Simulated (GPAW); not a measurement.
# NiO (Fm-3m): the O K absorption edge, part 2 of 2

What does one-electron theory with a core hole give for the O K edge of NiO (Fm-3m)?

GPAW 26.7.0; X-ray absorption from dipole matrix elements to empty bands, plane-wave PAW PBE+U.

So far. Step 2 (Ground state of the crystal): The mesh shows a gap of 3.24 eV, so the hole is first treated in a charged cell, without the excited electron. Step 3 (Spectrum without a core hole, O atom 3): Main maxima below 24 eV (height): 2.2 eV (1.61), 5.4 eV (1.55), 8.9 eV (3.81) and 14.1 eV (1.01). A K edge sees empty p states; the first features are O p mixed into the empty d states of the Ni neighbours, and the broad ones above probably into the cations' higher empty bands.

## 5. Spectrum with FCH, O atom 3

The holes are 5.9 Å apart. In GPAW the data set carries the hole's charge, so charge=0 means a charged cell and charge=-1 a neutral one. The excited electron is left out and a uniform background balances the charge. After the field has converged, empty bands are computed with the density fixed and the dipole matrix elements are summed.

Contents of xas.py:

```python
import numpy as np
from ase import Atoms
from ase.parallel import parprint, paropen
from gpaw import GPAW, PW, FermiDirac, Mixer, MixerDif, setup_paths
from gpaw.test import gen
setup_paths.insert(0, '.')
gen('O', name='fch1s', xcname='PBE', corehole=(1, 0, 1), write_xml=True)
from gpaw.mpi import world
world.barrier()

atoms = Atoms('Ni8O8',
    cell=[[-4.17180328, 4.17180328, 0],
     [-4.17180328, -4.17180328, 0],
     [4.17180328, 0, 4.17180328]],
    scaled_positions=[[0, 0, 0],
     [0.5, 0, 0],
     [0.5, 0.5, 0.5],
     [0, 0.5, 0.5],
     [0.5, 0.5, 0],
     [0, 0.5, 0],
     [0, 0, 0.5],
     [0.5, 0, 0.5],
     [0.25, 0.75, 0.5],
     [0.75, 0.75, 0.5],
     [0.75, 0.25, 0],
     [0.25, 0.25, 0],
     [0.75, 0.25, 0.5],
     [0.25, 0.25, 0.5],
     [0.25, 0.75, 0],
     [0.75, 0.75, 0]],
    magmoms=[2.0, 2.0, 2.0, 2.0, -2.0, -2.0, -2.0, -2.0, 0.0, 0.0, 0.0, 0.0, 0.0, 0.0, 0.0, 0.0],
    pbc=True)
atoms.calc = calc = GPAW(legacy_gpaw=True, mode=PW(500), xc='PBE', setups={'Ni': ':d,7', 8: 'fch1s'},
    kpts={'size': (3, 3, 3), 'gamma': True}, occupations=FermiDirac(0.02),
    charge=0, mixer=MixerDif(0.05, 8, 50), maxiter=150,
    convergence={'density': 0.0001}, txt='scf.txt')
energy = atoms.get_potential_energy() + calc.get_reference_energy()
ef = calc.get_fermi_level()
out = dict(energy=energy, fermi=ef, forces=atoms.get_forces().tolist(), magmoms=atoms.get_magnetic_moments().tolist())
parprint(f'all-electron energy {energy:.4f} eV, Fermi level {ef:.4f} eV')
ev = np.array([[calc.get_eigenvalues(k, s) for k in range(len(calc.get_ibz_k_points()))] for s in range(calc.get_number_of_spins())])
out['homo'], out['lumo'], out['counts'] = ev[ev < ef].max(), ev[ev > ef].min(), sorted(set((ev < ef).sum((0, 2)).tolist()))
out['filled'] = (ev[:, 0] < ef).sum(1).tolist()

from ase.units import Ha
from gpaw.xas import dipole_matrix_elements
nb = int(calc.get_number_of_electrons() / 2) + 129
top, nb = nb, nb + 8 + nb // 12
nscf = calc.fixed_density(kpts={'size': (4, 4, 4), 'gamma': True}, nbands=nb,
    convergence={'bands': top, 'eigenstates': 1e-5}, maxiter=60, txt='nscf.txt')
cell = atoms.cell.array
ops = [cell.T @ U.T @ np.linalg.inv(cell.T) for U in nscf.wfs.kd.symmetry.op_scc]
filled = [88, 88]  # bands filled in the ground state, by spin
E = np.arange(-6, 34, 0.1)
fwhm = np.interp(E, [4, 25], [0.9, 3.5])
Y, X, zero, highest = 0, 0, 1e9, 1e9
for spin in range(nscf.get_number_of_spins()):
    wfs = nscf.wfs
    A = dipole_matrix_elements(wfs.setups[8])
    eps = np.zeros((wfs.kd.nibzkpts, nb))
    d = np.zeros((3, A.shape[1], wfs.kd.nibzkpts, nb), complex)
    for kpt in wfs.kpt_u:
        if kpt.s == spin and 8 in kpt.P_ani:
            eps[kpt.k] = kpt.eps_n * Ha
            d[:, :, kpt.k] = (kpt.weight * wfs.nspins / 2) ** 0.5 * np.inner(A, kpt.P_ani[8])
    world.sum(eps)
    world.sum(d)
    T = np.einsum('amkn,bmkn->abkn', d, d.conj()).real
    T = sum(np.einsum('ai,ijkn,bj->abkn', R, T, R) for R in ops) / len(ops)
    empty = np.ones_like(eps, bool) & (np.arange(nb) >= filled[spin])
    zero, highest = min(zero, eps[empty].min()), min(highest, eps[:, top - 1].min())
    lines = [(eps, T, empty)] if spin == 0 else lines + [(eps, T, empty)]
for eps, T, empty in lines:
    f = np.einsum('aakn->akn', T).reshape(3, -1)
    x = eps.ravel() - zero
    w = np.interp(x, E, fwhm) / 2.35482
    g = np.exp(-0.5 * ((E[:, None] - x) / w) ** 2) / (w * (2 * np.pi) ** 0.5)
    Y = Y + (f * empty.ravel()) @ g.T
    X = X + (f * ~empty.ravel()) @ g.T
out.update(E=E.round(2).tolist(), xas=Y.tolist(), xes=X.tolist(), zero=zero, valid=highest - zero, nk=len(eps), nb=nb)
for i in range(0, len(E), 10):
    parprint(f'{E[i]:7.2f}', *(f'{v:10.3e}' for v in Y[:, i]))
import json
with paropen('out.json', 'w') as f:
    json.dump(out, f)
```

Command:

```sh
> OMP_NUM_THREADS=1 mpirun -n 2 gpaw python xas.py
```

Numbers of over 12 decimals in the logs are rounded to 6 here.

The log of the run:

```text
Input parameters:
  convergence: {density: 0.0001}
  kpts: {gamma: True,
         size: (3, 3, 3)}
  maxiter: 150
  mixer: {backend: pulay,
          beta: 0.05,
          method: difference,
          nmaxold: 8,
          weight: 50}
  mode: {ecut: 500.0,
         name: pw}
  occupations: {fixmagmom: False,
                name: fermi-dirac,
                width: 0.02}
  setups: {8: fch1s,
           Ni: :d,7}
  xc: PBE

Initialize ...

[... PAW data sets ...]

Reference energy: -346716.007055  # eV

Spin-polarized calculation.
Initial magnetic moment: 0.000000

[... convergence settings ...]
Symmetries present (total): 6
  [... symmetry matrices ...]

27 k-points: 3 x 3 x 3 Monkhorst-Pack grid
6 k-points in the irreducible part of the Brillouin zone
       k-points in crystal coordinates                weights
   0:     0.00000000    0.00000000    0.00000000          1/27
   1:     0.00000000    0.33333333   -0.33333333          2/27
   2:     0.33333333    0.00000000    0.00000000          6/27
   3:     0.33333333    0.33333333   -0.33333333          6/27
   4:     0.33333333    0.33333333    0.00000000          6/27
   5:     0.33333333    0.33333333    0.33333333          6/27

Wave functions: Plane wave expansion
  Cutoff energy: 500.000 eV
  Number of coefficients (min, max): 3663, 3695
  Pulay-stress correction: 0.000000 eV/Ang^3 (de/decut=0.000000)
  Using FFTW library
  Wavefunction extrapolation:
    Improved wavefunction reuse through dual PAW basis

Occupation numbers: Fermi-Dirac:
  width: 0.0200  # eV

Eigensolver
   Davidson(niter=2)

Densities:
  Coarse grid: 32*32*32 grid
  Fine grid: 64*64*64 grid
  Total Charge: 1.000000

Density mixing:
  Method: difference
  Backend: pulay
  Linear mixing parameter: 0.05
  old densities: 8
  Width of damping distribution: 1.1
  Damping of long wavelength oscillations: 50

[... Hamiltonian set-up ...]
Number of atoms: 16
Number of atomic orbitals: 128
Number of bands in calculation: 110
Number of valence electrons: 176
Bands to converge: occupied

... initialized

Initializing position-dependent things.

Density initialized from atomic densities
Creating initial wave functions:
  110 bands from LCAO basis set

                    O    Ni
             O     Ni   O    Ni
               O O  NiNi
        O    Ni    O    Ni
            O    Ni

Atomic positions and initial magnetic moments

Positions:
   0 Ni     0.000000    0.000000    0.000000    ( 0.0000,  0.0000,  2.0000)
   1 Ni    -2.085902    2.085902    0.000000    ( 0.0000,  0.0000,  2.0000)
   2 Ni    -2.085902    0.000000    2.085902    ( 0.0000,  0.0000,  2.0000)
   3 Ni     0.000000   -2.085902    2.085902    ( 0.0000,  0.0000,  2.0000)
   4 Ni    -4.171803    0.000000    0.000000    ( 0.0000,  0.0000, -2.0000)
   5 Ni    -2.085902   -2.085902    0.000000    ( 0.0000,  0.0000, -2.0000)
   6 Ni     2.085902    0.000000    2.085902    ( 0.0000,  0.0000, -2.0000)
[...]
13 O      0.000000    0.000000    2.085902    ( 0.0000,  0.0000,  0.0000)
  14 O     -4.171803   -2.085902    0.000000    ( 0.0000,  0.0000,  0.0000)
  15 O     -6.257705    0.000000    0.000000    ( 0.0000,  0.0000,  0.0000)

Unit cell:
           periodic     x           y           z      points  spacing
  1. axis:    yes   -4.171803    4.171803    0.000000    32     0.1505
  2. axis:    yes   -4.171803   -4.171803    0.000000    32     0.1505
  3. axis:    yes    4.171803    0.000000    4.171803    32     0.1304

  Lengths:   5.899821   5.899821   5.899821
  Angles:  120.000000 120.000000  90.000000

Effective grid spacing dv^(1/3) = 0.1643

iter:   1  -117.389231                   +0.0000
iter:   2  -117.737597   -0.78  -1.26    -0.0184
iter:   3  -120.840141   -1.09  -1.28    -0.0528
iter:   4  -127.264134   -1.54  -1.36    -0.0351
iter:   5  -131.817714   -1.51  -1.51    -0.0062
[...]
iter:  32  -132.394465c  -6.67  -4.28c   +0.0000
iter:  33  -132.394382c  -7.52c -4.22c   +0.0000

Converged after 33 iterations.

Dipole moment: (0.000215, -0.674042, 0.000215) |e|*Ang

Total magnetic moment: (0.000000, 0.000000, 0.000000)
Local magnetic moments:
   0 Ni ( 0.000000,  0.000000,  1.788913)
   1 Ni ( 0.000000,  0.000000,  1.799154)
   2 Ni ( 0.000000,  0.000000,  1.799154)
   3 Ni ( 0.000000,  0.000000,  1.799154)
   4 Ni ( 0.000000,  0.000000, -1.789202)
   5 Ni ( 0.000000,  0.000000, -1.788244)
   6 Ni ( 0.000000,  0.000000, -1.788244)
   7 Ni ( 0.000000,  0.000000, -1.788244)
   8 O  ( 0.000000,  0.000000, -0.134848)
   9 O  ( 0.000000,  0.000000,  0.002207)
  10 O  ( 0.000000,  0.000000,  0.002207)
  11 O  ( 0.000000,  0.000000,  0.002207)
  12 O  ( 0.000000,  0.000000,  0.000845)
  13 O  ( 0.000000,  0.000000,  0.002292)
  14 O  ( 0.000000,  0.000000,  0.002292)
  15 O  ( 0.000000,  0.000000,  0.002292)

Energy contributions relative to reference atoms: (reference = -346716.007055)

Kinetic:       +264.979351
Potential:     -236.960311
External:        +0.000000
XC:            -160.591712
Entropy (-ST):   -0.000000
Local:           +0.178290
SIC:             +0.000000
--------------------------
Free energy:   -132.394382
Extrapolated:  -132.394382

Spin contamination: 8.937322 electrons
Showing only first 2 kpts
                      Up                     Down
 Kpt  Band  Eigenvalues  Occupancy  Eigenvalues  Occupancy
  0    86      6.35664    1.00000      6.35908    1.00000
  0    87      6.35674    1.00000      6.35919    1.00000
  0    88      9.59582    0.00000      9.47831    0.00000
  0    89     11.84865    0.00000     11.81924    0.00000

  1    86      6.54974    1.00000      6.54875    1.00000
  1    87      6.54988    1.00000      6.54888    1.00000
  1    88     11.14337    0.00000     10.99995    0.00000
  1    89     11.73616    0.00000     11.71359    0.00000

Fermi level: 7.22457

Gap: 2.928 eV
Transition (v -> c):
  (s=0, k=1, n=87, [0.00, 0.33, -0.33]) -> (s=1, k=0, n=88, [0.00, 0.00, 0.00])
Direct/indirect transitions are different
Direct gap: 3.119 eV
Transition at: (s=1, k=0, n=87, [0.00, 0.00, 0.00])

Forces in eV/Ang:
  0 Ni   -0.00196   -0.00196   -0.00196
  1 Ni    0.01087    0.01087    1.62836
  2 Ni    0.01087    1.62836    0.01087
  3 Ni    1.62836    0.01087    0.01087
  4 Ni    0.00214    0.00214    0.00214
  5 Ni   -0.01198   -0.01198   -1.57655
  6 Ni   -0.01198   -1.57655   -0.01198
[...]
13 O     0.00379    0.00379    0.00020
 14 O     0.00379    0.00020    0.00379
 15 O     0.00020    0.00379    0.00379
Scalar-relativistic atomic PBE calculation for O (Oxygen, Z=8)
Core hole in 1s state (1s occupation: 1.0)
300 radial gridpoints.
|------------------------------------------------|
|------------------------------------------------|
[... the atom generator's iteration count ...]

Energy contributions:
-------------------------
Kinetic:      +54.482386
XC:            -6.221029
Potential:   -102.872811
-------------------------
Total:        -54.611454

state      eigenvalue         ekin         rmax
-----------------------------------------------
1s^1.0 :   -21.894578    30.998381        0.126
2s^2.0 :    -1.608483     4.112072        0.796
2p^4.0 :    -1.062351     3.814965        0.685
-----------------------------------------------
(units: Bohr and Hartree)

Generating PAW setup
Kinetic energy of the core from tauc = 31.023928
Cutoffs:
rc(s)=1.300
rc(p)=1.130
rc(d)=1.170
rc(vbar)=1.300
rc(comp)=1.260
rc(nct)=1.300

Kinetic energy of the core states: 30.998381
Charge: 1.0
Core electrons: 1.0
Valence electrons: 6.0
Pseudo-core charge: 0.000187
Shape function alpha=6.299
Pseudo-electron charge 5.288669
state    eigenvalue         norm
--------------------------------
2s(2) :    -1.608483     1.066038
*s    :    -0.608483
2p(4) :    -1.062351     0.789101
*p    :    -0.062351
*d    :     0.000000
--------------------------------

Diagonalizing with gridspacing h=0.050

state   all-electron     PAW
-------------------------------
2s:      -1.608483    -1.609927
2p:      -1.062351    -1.068630
*d:                   -0.061610
*f:                   -0.013338
-------------------------------
all-electron energy -346848.4014 eV, Fermi level 7.2246 eV
  -6.00  2.232e-62  2.232e-62  2.232e-62
  -5.00  5.047e-46  5.047e-46  5.047e-46
  -4.00  1.222e-32  1.222e-32  1.222e-32
  -3.00  3.188e-22  3.188e-22  3.188e-22
  -2.00  9.104e-15  9.104e-15  9.104e-15
  -1.00  2.975e-10  2.975e-10  2.975e-10
  -0.00  2.062e-07  2.062e-07  2.062e-07
[...]
31.00  1.413e-04  1.413e-04  1.413e-04
  32.00  1.033e-04  1.033e-04  1.033e-04
  33.00  8.983e-05  8.983e-05  8.983e-05
```

Run time: 4.5 min. Hardware: 2 MPI ranks of Intel Xeon 6975P-C (Granite Rapids), shared host; peak memory 0.91 GiB; 8.9 min of CPU time.

The O K spectrum, O atom 3, full core hole (charged cell) (energy from the lowest empty level; intensity scaled to a mean of 1 over the first 20 eV):

```
E (eV)  intensity
  -2.0       0.00
  -0.5       0.00
   1.0       0.12
   2.5       1.93
   4.0       1.17
   5.5       2.44
   7.0       1.71
   8.5       2.87
  10.0       0.82
  11.5       0.22
  13.0       0.61
  14.5       0.78
  16.0       0.50
  17.5       0.32
  19.0       0.26
  20.5       0.30
  22.0       0.40
  23.5       0.43
  25.0       0.56
  26.5       1.08
  28.0       1.65
  29.5       1.66
  31.0       1.14
```

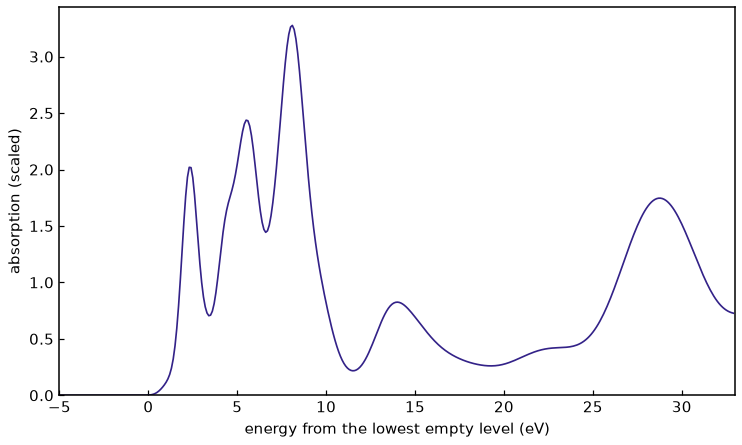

The O K edge, O atom 3, full core hole (charged cell): main maxima at 2.3, 5.5 and 8.1 eV.

Main maxima below 24 eV (height): 2.3 eV (2.02), 5.5 eV (2.44), 8.1 eV (3.28) and 14.0 eV (0.83). 

The hole costs E(hole) − E(ground) = 520.72 eV, and the lowest empty level of the hole cell on the spectrum's mesh lies at 9.48 eV, which puts the zero at 530.19 eV.

## 6. Excitation energy, O atom 3

With the excited electron kept in the cell the system stays neutral, and the energy difference is an excitation energy by itself. In a small cell that electron takes up a good share of the lowest empty band, or all of one, which shifts the value from the true onset.

Changed against the first core-hole run: core hole to XCH, with the smearing that suits a partly filled band.

Contents of scf.py:

```python
import numpy as np
from ase import Atoms
from ase.parallel import parprint, paropen
from gpaw import GPAW, PW, FermiDirac, Mixer, MixerDif, setup_paths
from gpaw.test import gen
setup_paths.insert(0, '.')
gen('O', name='fch1s', xcname='PBE', corehole=(1, 0, 1), write_xml=True)
from gpaw.mpi import world
world.barrier()

atoms = Atoms('Ni8O8',
    cell=[[-4.17180328, 4.17180328, 0],
     [-4.17180328, -4.17180328, 0],
     [4.17180328, 0, 4.17180328]],
    scaled_positions=[[0, 0, 0],
     [0.5, 0, 0],
     [0.5, 0.5, 0.5],
     [0, 0.5, 0.5],
     [0.5, 0.5, 0],
     [0, 0.5, 0],
     [0, 0, 0.5],
     [0.5, 0, 0.5],
     [0.25, 0.75, 0.5],
     [0.75, 0.75, 0.5],
     [0.75, 0.25, 0],
     [0.25, 0.25, 0],
     [0.75, 0.25, 0.5],
     [0.25, 0.25, 0.5],
     [0.25, 0.75, 0],
     [0.75, 0.75, 0]],
    magmoms=[2.0, 2.0, 2.0, 2.0, -2.0, -2.0, -2.0, -2.0, 0.0, 0.0, 0.0, 0.0, 0.0, 0.0, 0.0, 0.0],
    pbc=True)
atoms.calc = calc = GPAW(legacy_gpaw=True, mode=PW(500), xc='PBE', setups={'Ni': ':d,7', 8: 'fch1s'},
    kpts={'size': (3, 3, 3), 'gamma': True}, occupations=FermiDirac(0.04),
    charge=-1, mixer=MixerDif(0.05, 8, 50), maxiter=150,
    convergence={'density': 0.0001}, txt='scf.txt')
energy = atoms.get_potential_energy() + calc.get_reference_energy()
ef = calc.get_fermi_level()
out = dict(energy=energy, fermi=ef, forces=atoms.get_forces().tolist(), magmoms=atoms.get_magnetic_moments().tolist())
parprint(f'all-electron energy {energy:.4f} eV, Fermi level {ef:.4f} eV')
ev = np.array([[calc.get_eigenvalues(k, s) for k in range(len(calc.get_ibz_k_points()))] for s in range(calc.get_number_of_spins())])
out['homo'], out['lumo'], out['counts'] = ev[ev < ef].max(), ev[ev > ef].min(), sorted(set((ev < ef).sum((0, 2)).tolist()))
out['filled'] = (ev[:, 0] < ef).sum(1).tolist()
import json
with paropen('out.json', 'w') as f:
    json.dump(out, f)
```

Command:

```sh
> OMP_NUM_THREADS=1 mpirun -n 2 gpaw python scf.py
```

The log of the run:

```text
Input parameters:
  charge: -1
  convergence: {density: 0.0001}
  kpts: {gamma: True,
         size: (3, 3, 3)}
  maxiter: 150
  mixer: {backend: pulay,
          beta: 0.05,
          method: difference,
          nmaxold: 8,
          weight: 50}
  mode: {ecut: 500.0,
         name: pw}
  occupations: {fixmagmom: False,
                name: fermi-dirac,
                width: 0.04}
  setups: {8: fch1s,
[...]
2s(2) :    -1.608483     1.066038
*s    :    -0.608483
2p(4) :    -1.062351     0.789101
*p    :    -0.062351
*d    :     0.000000
--------------------------------

Diagonalizing with gridspacing h=0.050

state   all-electron     PAW
-------------------------------
2s:      -1.608483    -1.609927
2p:      -1.062351    -1.068630
*d:                   -0.061610
*f:                   -0.013338
-------------------------------
all-electron energy -346837.5756 eV, Fermi level 11.0831 eV
[key lines of the parts left out:]
Converged after 118 iterations.
Dipole moment: (0.000567, -0.540860, 0.000567) |e|*Ang
Free energy:   -121.578945
Fermi level: 11.08312
```

The job ended after 5.2 min (2 MPI ranks; peak memory 0.54 GiB; 10 min of CPU time).

The total-energy difference is 531.54 eV.

## 7. With and without the hole

Both curves are counted from their own zero, so only the shift of weight within the empty states shows.

```
E (eV)  no hole   FCH
  -2.0     0.00  0.00
  -1.0     0.00  0.00
   0.0     0.00  0.00
   1.0     0.11  0.12
   2.0     1.47  1.54
   3.0     0.49  1.00
   4.0     0.77  1.17
   5.0     1.37  2.05
   6.0     1.28  2.05
   7.0     1.10  1.71
   8.0     2.61  3.26
   9.0     3.78  1.93
  10.0     1.80  0.82
  11.0     0.49  0.28
  12.0     0.39  0.27
  13.0     0.76  0.61
  14.0     1.01  0.83
  15.0     0.86  0.69
  16.0     0.57  0.50
  17.0     0.38  0.37
  18.0     0.29  0.29
  19.0     0.25  0.26
  20.0     0.27  0.28
  21.0     0.32  0.34
  22.0     0.34  0.40
  23.0     0.32  0.42
  24.0     0.28  0.44
  25.0     0.29  0.56
  26.0     0.44  0.86
  27.0     0.75  1.30
  28.0     1.12  1.65
  29.0     1.39  1.74
  30.0     1.41  1.52
  31.0     1.21  1.14
  32.0     0.95  0.83
```

With each curve scaled to its own mean, the area from −2 to 6 eV with the hole is 7.1 against 4.9, and the centre of weight from −1 to 20 eV moves by -0.9 eV: the hole pulls the absorber's empty states down.

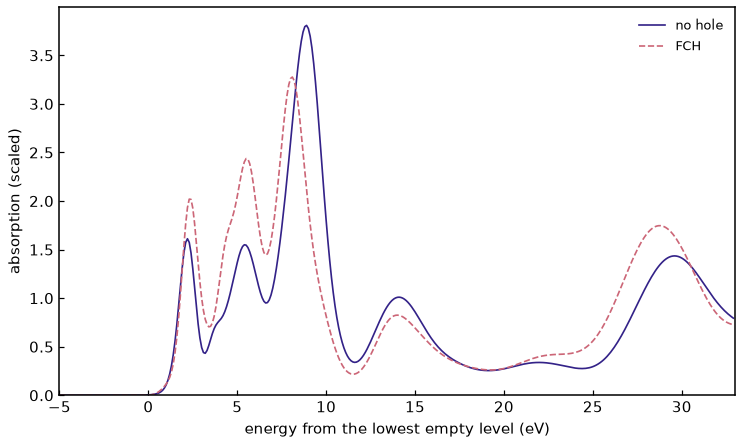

The O K edge with and without the core hole, each from its own zero; the highest intensity below 16 eV lies at 8.1 eV with the hole.

## 8. Results

```json
{
 "absorber and edge": "O K, atom 3 of the ground-state input (counted from 1)",
 "surroundings": "6 Ni at 2.09 Å (octahedral, site symmetry m-3m)",
 "highest intensity below 16 eV": "8.1 eV above the zero, height 3.28",
 "photon energy of the zero (spin-polarised hole, raw)": "530.2 eV (uncertain by a few eV)"
}
```

The O K edge of atom 3, with 6 Ni at 2.09 Å (octahedral, site symmetry m-3m), has its highest intensity of the first 16 eV at 8.1 eV above the zero, near 538 eV in photon energy (uncertain by a few eV), 3.3 times the mean level of the first 20 eV (Gaussian full width 0.9 eV up to 4 eV, rising linearly to 3.5 eV at 25 eV). With each curve scaled to its own mean, the area from −2 to 6 eV with the hole is 7.1 against 4.9, and the centre of weight from −1 to 20 eV moves by -0.9 eV: the hole pulls the absorber's empty states down. The neutral-cell energy lies +1.3 eV from the charged-cell zero, a gap made of the charged-cell error and of where the added electron settles. The hole lies in one spin channel, while the script sums the empty states of both and takes the lower zero; where the two channels are split, this blurs and shifts the curve. The spins start antiferromagnetically in a simple order, which needn't be the measured one; gap and edge can depend on it. The holes are only 5.9 Å apart, so the shape is probably not converged with cell size; no larger cell was run here. The mesh is coarse (0.38 Å⁻¹ between points), so small maxima may be mesh ripples. The structure is a published determination, not relaxed.

[Banner, clock and machine lines of the logs are left out without a mark of their own.]

[Logs are printed without paths, hosts, clocks, repeated set-up lines and the standing remarks that a program may print on its own settings, such as how far it seeks lower states.]

[Hosts, paths, dates, database ids (printed as entryN), source tags and the programs' standing remarks are cut or masked in the printed files.]

[Lists of maxima count a maximum above −3 eV only where it reaches 4 % of the highest in the window and stands out from its surroundings by 2 % of it (1.5 % where it reaches 55 %); shoulders and weaker maxima are passed over, and of the rest the first, up to two pre-edge ones and the few strongest are named.]
